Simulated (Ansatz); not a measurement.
**ScC6, from a guessed structure to a relaxed one**

This structure for ScC6 is made up. Its elements were placed in a known structure type with a cell scaled to their sizes. What cell does the guess relax to, and how far off was it?

Method: DFT, PBE, plane-wave PAW, files of the set soft_1, scalar-relativistic, no spin, cell and ions relaxed at zero pressure; PAW set soft_1, in the first sound run; inputs show where later runs differ, in Ansatz 0.2.0.

### Step 1. The structure

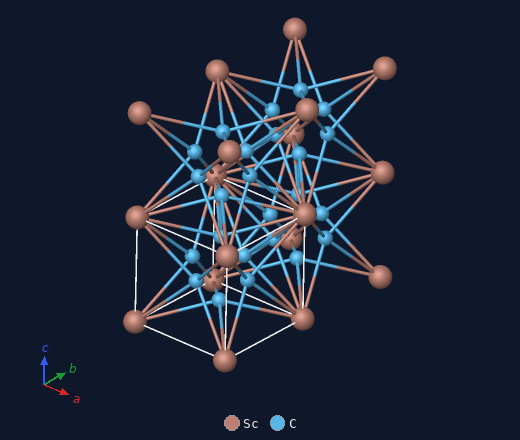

Start, viewed from a free direction; scandium pink, carbon blue. 1×2×2 cells are drawn. Some periodic images of atoms are drawn too.

### Step 2. Relaxation of the guess

The guess takes its coordinates from another compound and its volume from a rule, so the cell and any free coordinates are relaxed together.

File input.yaml:

```yaml
crystal:
  lattice:
    - [4.288, 0.0, 0.0]
    - [0.0, 4.288, 0.0]
    - [0.0, 0.0, 4.288]
  atoms:
    - { symbol: Sc, position: [0.0, 0.0, 0.0] }
    - { symbol: C, position: [0.5, 0.5, 0.8064] }
    - { symbol: C, position: [0.5, 0.5, 0.1936] }
    - { symbol: C, position: [0.8064, 0.5, 0.5] }
    - { symbol: C, position: [0.5, 0.1936, 0.5] }
    - { symbol: C, position: [0.5, 0.8064, 0.5] }
    - { symbol: C, position: [0.1936, 0.5, 0.5] }
kpoints:
  mp_grid: { grid: [6, 6, 6] }
scf:
  occupations: { method: fermi_dirac, width: 0.05 }
hamiltonian:
  xc: pbe
  pseudopotentials: { kind: paw, azcp: { folder: soft_1 } }
relax:
  f_tol: 0.015
  max_steps: 70
  cell: {}
output:
  forces: true
  stress: true
```

The run is started by

```
$ ansatz run input.yaml --threads 4 --pin off --max-ram 10240MiB --backend cpu --events-out ev --progress --plain --runs-dir out
```

Numbers of over 12 decimals in the logs are rounded to 6 here.

What it wrote:

```text
Engine: ansatz 0.2.0, aarch64-unknown-linux-gnu
Pseudopotentials: kind: paw
Pseudopotential: Sc, paw, valence charge 11, recommended cutoff 420 eV (normal), soft_1/Sc.paw.azcp
Pseudopotential: C, paw, valence charge 4, recommended cutoff 420 eV (normal), soft_1/C.paw.azcp
Functional definition: PBE
  parameter kappa = 0.804
  parameter beta = 0.066725
  exchange = pbe_x(kappa = kappa, mu = beta*pi^2/3)
  correlation = pbe_c(beta = beta)
Crystal: 7 atoms, lattice volume = 78.843 Å³
Basis set: ecut = 420 eV, 1551 PW (Γ), exchange–correlation on 60×60×60 points (8 copies of the dense FFT grid, shifted against one another)
Bands: 25, of which v1, the nominal top of the filled ones, is band 18 counted from 1 (17 counted from 0)
Symmetry: 48 space group operations
Space group: Pm-3m (ITA 221), of the structure as read, at distance tolerance 4.3e-5 Å
k-points: 20 of 216
Non-local potential: Sc, projectors of the file, l = 0: 3, l = 1: 2, l = 2: 3, l = 3: 1
Non-local potential: C, projectors of the file, l = 0: 2, l = 1: 2, l = 2: 1
PAW form: soft (Blöchl's): semilocal exchange-correlation on the pseudo side does not see the compensation charge
PAW one-centre angular grid: Sc, 590 points (default); XC on 64 Gauss nodes
PAW one-centre angular grid: C, 110 points (default); XC on 64 Gauss nodes
Initial density: superposition of atomic densities (chi_scale 0.1, normalization cell, long waves kept (reshape's long-wave potential 0.01 eV rms))
Initial wavefunctions: pseudopotential atomic-orbital guess
Functional: x = pbe(κ = 0.804, μ = 0.219515), c = pbe(β = 0.066725)
SCF iter   1: F=—  HF=-3623.134606 eV  |F-HF|=—  |Δ(HF+E_count)|=         —  Δρ=1.18e-1  dr2=2.10e1  ethr=3.10e-3  ⟨swp⟩=4.8  Hψ=2021  notcnv=0
preconditioner: auto → Kerker (q_TF=auto, 2.383 Å⁻¹)  [metal: Δε(μ)=0.015 eV  Ē_g=8.354 eV  σ=0.050 eV  W_gap=0.08  n_scr=18 (ndim 8)  ℏωp=21.7 eV  f_vac=0.000  D(μ)=10.85/eV (n_scr^D=170)]
SCF iter   2: F=—  HF=-3622.438852 eV  |F-HF|=—  |Δ(HF+E_count)|=   6.96e-1  Δρ=5.53e-2  dr2=4.58e0  ethr=3.10e-3  ⟨swp⟩=2.0  Hψ=749  notcnv=0
SCF iter   3: F=—  HF=-3622.202107 eV  |F-HF|=—  |Δ(HF+E_count)|=   2.37e-1  Δρ=1.67e-2  dr2=4.10e-1  ethr=3.10e-3  ⟨swp⟩=2.0  Hψ=588  notcnv=0
SCF iter   4: F=—  HF=-3622.172722 eV  |F-HF|=—  |Δ(HF+E_count)|=   2.94e-2  Δρ=4.09e-3  dr2=2.60e-2  ethr=1.17e-3  ⟨swp⟩=2.0  Hψ=653  notcnv=0
SCF iter   5: F=—  HF=-3622.172779 eV  |F-HF|=—  |Δ(HF+E_count)|=   5.71e-5  Δρ=1.70e-3  dr2=4.47e-3  ethr=7.43e-5  ⟨swp⟩=1.6  Hψ=535  notcnv=0
SCF iter   6: F=—  HF=-3622.172532 eV  |F-HF|=—  |Δ(HF+E_count)|=   2.48e-4  Δρ=4.37e-4  dr2=3.08e-4  ethr=1.28e-5  ⟨swp⟩=1.1  Hψ=502  notcnv=0
SCF iter   7: F=—  HF=-3622.172513 eV  |F-HF|=—  |Δ(HF+E_count)|=   1.87e-5  Δρ=9.46e-5  dr2=1.34e-5  ethr=8.79e-7  ⟨swp⟩=1.6  Hψ=518  notcnv=0
SCF iter   8: F=—  HF=-3622.172572 eV  |F-HF|=—  |Δ(HF+E_count)|=   5.90e-5  Δρ=3.60e-5  dr2=2.29e-6  ethr=3.83e-8  ⟨swp⟩=1.9  Hψ=576  notcnv=0
SCF iter   9: F=—  HF=-3622.172572 eV  |F-HF|=—  |Δ(HF+E_count)|=   1.73e-7  Δρ=1.14e-5  dr2=2.55e-7  ethr=6.55e-9  ⟨swp⟩=1.4  Hψ=519  notcnv=0
SCF iter  10: F=-3622.172572 eV  HF=-3622.172572 eV  |F-HF|=4.58e-9  |Δ(HF+E_count)|=   2.29e-8  Δρ=1.69e-6  dr2=5.27e-9  ethr=2.86e-10  ⟨swp⟩=4.0  Hψ=1406  notcnv=0
SCF 1 converged in 10 iterations: F = -3622.172572 eV  dr2 = 5.27e-9
  greatest PAW one-centre occupation: 0.998 electrons in one spin orbital (limit 2), on the Sc atom at site 0 (counted from 0), in its partial waves of l = 0
relax step   1: F+E_penalty+E_count = -3622.17257174 eV  Δ(F+E_penalty+E_count) = +0.000e0 eV  max|allowed force component| = 2.623e0 eV/Å  Δτ_max = 0.0000 Å  P = -19.955 GPa  Ω = 78.843 Å³  (10 SCF iters, dr2 threshold 1.00e-7 eV, accepted)
Crystal: 7 atoms, lattice volume = 69.983 Å³
Basis set: ecut = 420 eV, 1357 PW (Γ), exchange–correlation on 60×60×60 points (8 copies of the dense FFT grid, shifted against one another)
Initial density: handed on by an earlier stage of this run
Initial wavefunctions: those handed on with the density
iter 1 solved again at ethr=3.41e-4 eV; its pass at ethr=3.10e-3 eV (dr2=1.19e-1 eV) is discarded
SCF iter   1: F=—  HF=-3623.884339 eV  |F-HF|=—  |Δ(HF+E_count)|=         —  Δρ=1.24e-2  dr2=1.13e-1  ethr=3.41e-4  ⟨swp⟩=1.1  Hψ=2974  notcnv=0
preconditioner: auto → Kerker (q_TF=auto, 2.431 Å⁻¹)  [metal: Δε(μ)=0.045 eV  Ē_g=9.630 eV  σ=0.050 eV  W_gap=0.22  n_scr=18 (ndim 8)  ℏωp=23.1 eV  f_vac=0.000  D(μ)=4.68/eV (n_scr^D=56)]
SCF iter   2: F=—  HF=-3623.857582 eV  |F-HF|=—  |Δ(HF+E_count)|=   2.68e-2  Δρ=6.98e-3  dr2=3.73e-2  ethr=3.22e-4  ⟨swp⟩=2.0  Hψ=608  notcnv=0
SCF iter   3: F=—  HF=-3623.845457 eV  |F-HF|=—  |Δ(HF+E_count)|=   1.21e-2  Δρ=9.71e-4  dr2=7.35e-4  ethr=1.07e-4  ⟨swp⟩=2.1  Hψ=888  notcnv=0
SCF iter   4: F=—  HF=-3623.845531 eV  |F-HF|=—  |Δ(HF+E_count)|=   7.49e-5  Δρ=1.84e-4  dr2=2.58e-5  ethr=2.10e-6  ⟨swp⟩=2.6  Hψ=854  notcnv=0
SCF iter   5: F=—  HF=-3623.845570 eV  |F-HF|=—  |Δ(HF+E_count)|=   3.85e-5  Δρ=5.08e-5  dr2=2.00e-6  ethr=7.36e-8  ⟨swp⟩=2.5  Hψ=852  notcnv=0
SCF iter   6: F=-3623.845570 eV  HF=-3623.845570 eV  |F-HF|=2.82e-8  |Δ(HF+E_count)|=   4.57e-7  Δρ=1.25e-5  dr2=1.28e-7  ethr=2.00e-9  ⟨swp⟩=4.0  Hψ=1506  notcnv=0
SCF 2 converged in 6 iterations: F = -3623.845570 eV  dr2 = 1.28e-7
relax step   2: F+E_penalty+E_count = -3623.84557034 eV  Δ(F+E_penalty+E_count) = -1.673e0 eV  max|allowed force component| = 3.177e0 eV/Å  Δτ_max = 0.0329 Å  P = -18.064 GPa  Ω = 69.983 Å³  energy of the carried Pulay correction = +1.230e-2 eV  (6 SCF iters, dr2 threshold 7.00e-7 eV, accepted)
Crystal: 7 atoms, lattice volume = 59.797 Å³
Basis set: ecut = 420 eV, 1189 PW (Γ), exchange–correlation on 60×60×60 points (8 copies of the dense FFT grid, shifted against one another)
SCF iter   1: F=—  HF=-3626.796723 eV  |F-HF|=—  |Δ(HF+E_count)|=         —  Δρ=9.78e-2  dr2=6.64e0  ethr=3.10e-3  ⟨swp⟩=8.0  Hψ=2624  notcnv=0
preconditioner: auto → Kerker (q_TF=auto, 2.495 Å⁻¹)  [metal: Δε(μ)=0.040 eV  Ē_g=11.342 eV  σ=0.050 eV  W_gap=0.20  n_scr=18 (ndim 8)  ℏωp=25.0 eV  f_vac=0.000  D(μ)=2.70/eV (n_scr^D=26)]
SCF iter   2: F=—  HF=-3625.349819 eV  |F-HF|=—  |Δ(HF+E_count)|=    1.45e0  Δρ=5.30e-2  dr2=2.13e0  ethr=3.10e-3  ⟨swp⟩=2.0  Hψ=1020  notcnv=0  defer=12
SCF iter   3: F=—  HF=-3624.723469 eV  |F-HF|=—  |Δ(HF+E_count)|=   6.26e-1  Δρ=5.97e-3  dr2=1.35e-2  ethr=3.10e-3  ⟨swp⟩=2.4  Hψ=894  notcnv=0  defer=12
SCF iter   4: F=—  HF=-3624.722635 eV  |F-HF|=—  |Δ(HF+E_count)|=   8.33e-4  Δρ=1.90e-3  dr2=4.35e-3  ethr=3.86e-5  ⟨swp⟩=2.3  Hψ=1049  notcnv=0  defer=11
[...]
relax step   4: F+E_penalty+E_count = -3625.19282324 eV  Δ(F+E_penalty+E_count) = -4.706e-1 eV  max|allowed force component| = 3.315e0 eV/Å  Δτ_max = 0.1083 Å  P = -10.810 GPa  Ω = 60.929 Å³  energy of the carried Pulay correction = +2.649e-2 eV  (8 SCF iters, dr2 threshold 7.00e-7 eV, accepted)
relax step   5: F+E_penalty+E_count = -3625.63366810 eV  Δ(F+E_penalty+E_count) = -4.408e-1 eV  max|allowed force component| = 1.324e0 eV/Å  Δτ_max = 0.0683 Å  P = +3.168 GPa  Ω = 60.911 Å³  energy of the carried Pulay correction = +2.652e-2 eV  (8 SCF iters, dr2 threshold 7.00e-7 eV, accepted)
relax step   6: F+E_penalty+E_count = -3625.69816834 eV  Δ(F+E_penalty+E_count) = -6.450e-2 eV  max|allowed force component| = 1.786e-1 eV/Å  Δτ_max = 0.0163 Å  P = -0.444 GPa  Ω = 60.522 Å³  energy of the carried Pulay correction = +2.717e-2 eV  (6 SCF iters, dr2 threshold 7.00e-7 eV, accepted)
relax step   7: F+E_penalty+E_count = -3625.69861180 eV  Δ(F+E_penalty+E_count) = -4.435e-4 eV  max|allowed force component| = 5.249e-2 eV/Å  Δτ_max = 0.0067 Å  P = +1.669 GPa  Ω = 59.425 Å³  energy of the carried Pulay correction = +2.902e-2 eV  (6 SCF iters, dr2 threshold 7.00e-7 eV, rejected (line search))
relax step   8: F+E_penalty+E_count = -3625.70134261 eV  Δ(F+E_penalty+E_count) = -3.174e-3 eV  max|allowed force component| = 1.729e-2 eV/Å  Δτ_max = 0.0040 Å  P = -0.031 GPa  Ω = 60.095 Å³  energy of the carried Pulay correction = +2.789e-2 eV  (7 SCF iters, accepted)
relax step   9: F+E_penalty+E_count = -3625.70133683 eV  Δ(F+E_penalty+E_count) = +5.778e-6 eV  max|allowed force component| = 1.309e-3 eV/Å  Δτ_max = 0.0003 Å  P = +0.002 GPa  Ω = 60.104 Å³  energy of the carried Pulay correction = +2.787e-2 eV  (6 SCF iters, dr2 threshold 1.87e-8 eV, accepted)
relax step  10: F+E_penalty+E_count = -3625.69265419 eV  Δ(F+E_penalty+E_count) = +8.683e-3 eV  max|allowed force component| = 1.140e-3 eV/Å  Δτ_max = 0.0000 Å  P = -0.250 GPa  Ω = 60.104 Å³  stress off target by 2.50e-1 GPa  SCF on the basis re-selected at this cell (its energy is not comparable with the rows above)  (6 SCF iters)
relax step  11: F+E_penalty+E_count = -3625.69292098 eV  Δ(F+E_penalty+E_count) = -2.668e-4 eV  max|allowed force component| = 1.779e-4 eV/Å  Δτ_max = 0.0004 Å  P = +0.002 GPa  Ω = 60.006 Å³  energy of the carried Pulay correction = +1.896e-4 eV  (6 SCF iters, dr2 threshold 1.56e-7 eV, accepted)
iter 1 solved again at ethr=2.52e-7 eV; its pass at ethr=3.10e-3 eV (dr2=8.82e-5 eV) is discarded
SCF iter   1: F=—  HF=-3625.692783 eV  |F-HF|=—  |Δ(HF+E_count)|=         —  Δρ=1.00e-5  dr2=1.07e-8  ethr=2.52e-7  ⟨swp⟩=3.0  Hψ=3396  notcnv=0
eigensolver tolerance schedule: the retry pair's looser diagonalisation over-reported the residual by 8253.48 of it (diagonalisation noise at 2.04 of the residual, at the tolerance the schedule requests for it); recorded, not acted on — ethr = c·dr2/N_el stays at c = 1.0e-1
preconditioner: auto → Resta (q_TF=auto, 2.494 Å⁻¹)  ε∞=6.5  [insulator: Δε(μ)=0.164 eV  Ē_g=10.664 eV  σ=0.050 eV  W_gap=0.59  n_scr=18 (ndim 8)  ℏωp=24.9 eV  f_vac=0.000  D(μ)=2.23/eV (n_scr^D=18)  ε∞_Penn≈6.5]
SCF iter   2: F=—  HF=-3625.692610 eV  |F-HF|=—  |Δ(HF+E_count)|=   1.73e-4  Δρ=5.06e-6  dr2=2.08e-9  ethr=3.05e-11  ⟨swp⟩=3.0  Hψ=1022  notcnv=0
SCF iter   3: F=—  HF=-3625.692610 eV  |F-HF|=—  |Δ(HF+E_count)|=   9.00e-9  Δρ=7.93e-7  dr2=7.69e-11  ethr=5.94e-12  ⟨swp⟩=2.0  Hψ=770  notcnv=0
iter 4 did not close the SCF: its close was put off for the readings that it lacked (scf_convergence_deferred on its scf_iter line)
SCF iter   4: F=-3625.692610 eV  HF=-3625.692610 eV  |F-HF|=4.09e-12  |Δ(HF+E_count)|=  1.60e-10  Δρ=2.33e-7  dr2=1.30e-11  ethr=1.00e-12  ⟨swp⟩=1.0  Hψ=500  notcnv=0
iter 5 did not close the SCF: its close was put off for the readings that it lacked (scf_convergence_deferred on its scf_iter line)
SCF iter   5: F=-3625.692610 eV  HF=-3625.692610 eV  |F-HF|=4.55e-13  |Δ(HF+E_count)|=  8.64e-12  Δρ=1.60e-8  dr2=1.72e-13  ethr=1.00e-12  ⟨swp⟩=1.0  Hψ=500  notcnv=0
iter 6 did not close the SCF: its close was put off for the readings that it lacked (scf_convergence_deferred on its scf_iter line)
SCF iter   6: F=-3625.692610 eV  HF=-3625.692610 eV  |F-HF|=4.55e-13  |Δ(HF+E_count)|=    0.00e0  Δρ=5.38e-9  dr2=1.38e-14  ethr=1.00e-12  ⟨swp⟩=1.0  Hψ=500  notcnv=0
iter 7 did not close the SCF: its close was put off for the readings that it lacked (scf_convergence_deferred on its scf_iter line)
SCF iter   7: F=-3625.692610 eV  HF=-3625.692610 eV  |F-HF|=9.09e-13  |Δ(HF+E_count)|=  4.55e-13  Δρ=2.15e-9  dr2=1.52e-15  ethr=1.00e-12  ⟨swp⟩=1.0  Hψ=500  notcnv=0
SCF iter   8: F=-3625.692610 eV  HF=-3625.692610 eV  |F-HF|=0.00e0  |Δ(HF+E_count)|=    0.00e0  Δρ=4.73e-10  dr2=5.43e-17  ethr=1.00e-12  ⟨swp⟩=2.0  Hψ=1238  notcnv=0
SCF 12 converged in 8 iterations: F = -3625.692610 eV  dr2 = 5.43e-17
relax step  12: F+E_penalty+E_count = -3625.69261023 eV  Δ(F+E_penalty+E_count) = +3.108e-4 eV  max|allowed force component| = 2.548e-4 eV/Å  Δτ_max = 0.0000 Å  P = -0.002 GPa  Ω = 60.006 Å³  stress off target by 1.53e-3 GPa  SCF on the basis re-selected at this cell (its energy is not comparable with the rows above)  (8 SCF iters)
basis re-selected at this cell: Δ(F+E_penalty+E_count) = +3.108e-4 eV, ΔP = -0.004 GPa vs the last step (what re-selecting the basis moved, of the pressure what is left beyond the Pulay correction that the steps carried, after the strain that the cell walked since its last selection, with what the two solves' SCF thresholds leave and, on support functions, any second-order correction that the steps lacked; it is no m [...]
SCF converged after 8 iterations
Free energy (F): -3625.692610 eV
Harris-Foulkes:  -3625.692610 eV  (|F-HF|=0.00e0)
Internal energy: -3625.672230 eV  (E = F + TS)
E sigma→0 (E₀):  -3625.682420 eV
Entropy (-TS):   -0.020380 eV (-2.911 meV/atom)
Fermi energy:    12.845846 eV
--- Per-component energies (eV) ---
  E_band       = -78.573350
  E_kinetic    = 731.651677
  E_local      = -1178.325641  (includes V_loc(G=0)·N_el)
  E_nonlocal   = 283.831540
  E_hartree    = 376.819137
  E_xc         = -365.800982
  E_vxc        = -450.794065  (∫ρ·V_xc dr)
  E_paw        = -1589.691453  (= ΣΔE_a)
  E_vpaw       = -218.575294  (= ΣTr[D̂ρ^β])
  E_aug_tail   = 0.000160  (compensation charges beyond the density's cutoff)
  E_ewald      = -1884.156667
  E_smearing   = -0.020380  (= −TS)
  E_closure    = -0.000000  (closes the sum)
  Σ components = -3625.692610   (vs F -3625.692610, Δ=0.00e0)
--- Forces (eV/Å), atoms counted from 1 ---
  atom   1  Sc     0.00000000    -0.00000000    -0.00000000
  atom   2  C      0.00000000     0.00000000     0.00025476
  atom   3  C     -0.00000000    -0.00000000    -0.00025476
  atom   4  C      0.00025476     0.00000000     0.00000000
  atom   5  C     -0.00000000    -0.00025476    -0.00000000
  atom   6  C      0.00000000     0.00025476     0.00000000
  atom   7  C     -0.00025476     0.00000000     0.00000000
  max |Σ_I F_I| component: 9.25e-17 eV/Å
--- Stress (GPa, compression-positive) ---
       -0.001535      -0.000000      -0.000000
        0.000000      -0.001535       0.000000
       -0.000000       0.000000      -0.001535
  P = ⅓ Tr σ = -0.0015 GPa (-0.015 kbar)
--- Relaxed structure (10 steps of the walk, 9 accepted, 2 SCFs on fresh bases) ---
  F+E_penalty+E_count = -3625.69261023 eV   max|allowed force component| = 2.548e-4 eV/Å   (the final SCF, on the basis selected at the relaxed cell)
  cell:  # Å, volume = 60.0060 Å³
    - [3.914998, 0, 0]
    - [0, 3.914998, 0]
    - [0, 0, 3.914998]
  atoms:
    - { symbol: Sc, position: [2.5429048821621647e-18, 2.7740780532678154e-18, 1.1558658555282563e-18] }
    - { symbol: C, position: [0.5, 0.5, 0.830664] }
    - { symbol: C, position: [0.5, 0.5, 0.169336] }
    - { symbol: C, position: [0.830664, 0.5, 0.5] }
    - { symbol: C, position: [0.5, 0.169336, 0.5] }
    - { symbol: C, position: [0.5, 0.830664, 0.5] }
    - { symbol: C, position: [0.169336, 0.5, 0.5] }
```

Run time: 7.7 s. Hardware: 4 threads of Arm Neoverse V2, shared host; peak memory 0.39 GiB; 24 s of CPU time.

The steps of the relaxation:

```csv
step,energy less that of the first step (eV),largest force component (eV/Å),pressure (GPa),volume (Å³)
1,0.0000,2.6235,-19.95,78.84
2,-1.6730,3.1768,-18.06,69.98
3,-2.5497,6.6321,24.10,59.80
4,-3.0203,3.3152,-10.81,60.93
5,-3.4611,1.3237,3.17,60.91
6,-3.5256,0.1786,-0.44,60.52
7,-3.5260,0.0525,1.67,59.43
8,-3.5288,0.0173,-0.03,60.09
9,-3.5288,0.0013,0.00,60.10
10*,-3.5201,0.0011,-0.25,60.10
11,-3.5203,0.0002,0.00,60.01
12*,-3.5200,0.0003,0.00,60.01
```

Relaxation steps marked * repeat the geometry before them on a plane-wave basis chosen anew for their cell, so energy and pressure can jump there. Relaxation step 7 was tried and not accepted.

Forces are held to the 48 operations that the run works with; a distortion that breaks them can't arise in this run.

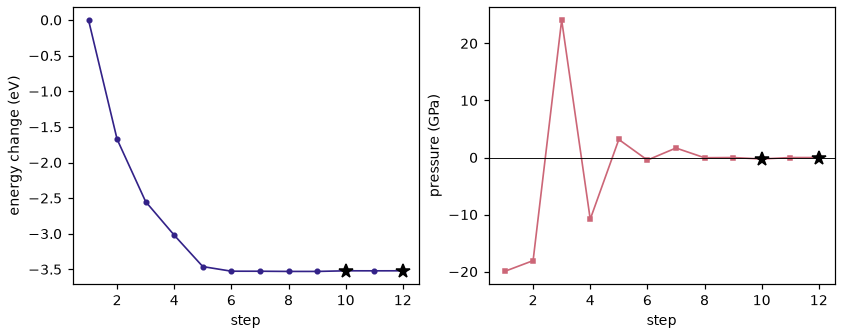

Energy and pressure along the relaxation. Stars mark steps on a basis chosen anew.

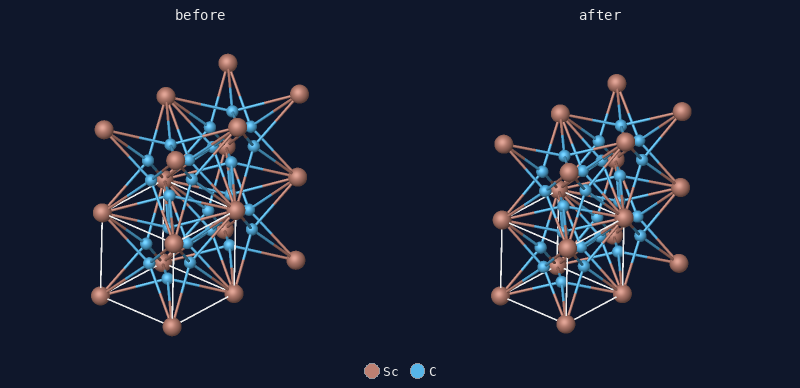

Before and after, at one scale.

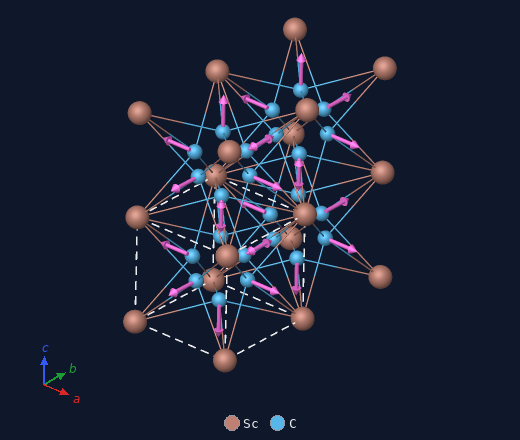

Displacements in the relaxation, exaggerated, measured against the changing cell; the longest in the cell stands for 0.09 Å. 1×2×2 cells are drawn. Some periodic images of atoms are drawn too.

| conventional cell, symmetrised | before | after | change |
| --- | --- | --- | --- |
| a (Å) | 4.288 | 3.915 | -8.7 % |
| b (Å) | 4.288 | 3.915 | -8.7 % |
| c (Å) | 4.288 | 3.915 | -8.7 % |
| volume (Å³/atom) | 11.26 | 8.57 | -23.9 % |

The atoms that moved most (Å, as changes of fractional coordinates times the final cell):

| atom | dx | dy | dz | length |
| --- | --- | --- | --- | --- |
| C2 | 0.000 | 0.000 | 0.095 | 0.095 |
| C4 | 0.095 | 0.000 | 0.000 | 0.095 |
| C6 | 0.000 | 0.095 | 0.000 | 0.095 |
| C3 | 0.000 | 0.000 | -0.095 | 0.095 |
| C7 | -0.095 | 0.000 | 0.000 | 0.095 |
| C5 | 0.000 | -0.095 | 0.000 | 0.095 |

Numbers from this step:

```yaml
free_energy: -3625.6926 eV
energy_at_zero_smearing: -3625.6824 eV
smearing_term_ts: 0.02038 eV
fermi_energy: 12.85 eV
electrons: 35
symmetry_operations: 48
pressure: -0.001535 GPa
```

The shortest distance of each pair, which need not be the same contact before and after:

```csv
pair,guess (Å),relaxed (Å)
C–C,1.660,1.326
C–Sc,3.144,2.847
Sc–Sc,4.288,3.915
```

The relaxation ends with a largest force component of 2.6e-4 eV/Å and a pressure of 0.00 GPa.

(Part 1 of 2 ends here.)

[Logs are printed without paths, hosts, clocks, repeated set-up lines and the standing remarks that a program may print on its own settings, such as how far it seeks lower states.]

[Hosts, paths, dates, database ids (printed as entryN), source tags and the programs' standing remarks are cut or masked in the printed files.]
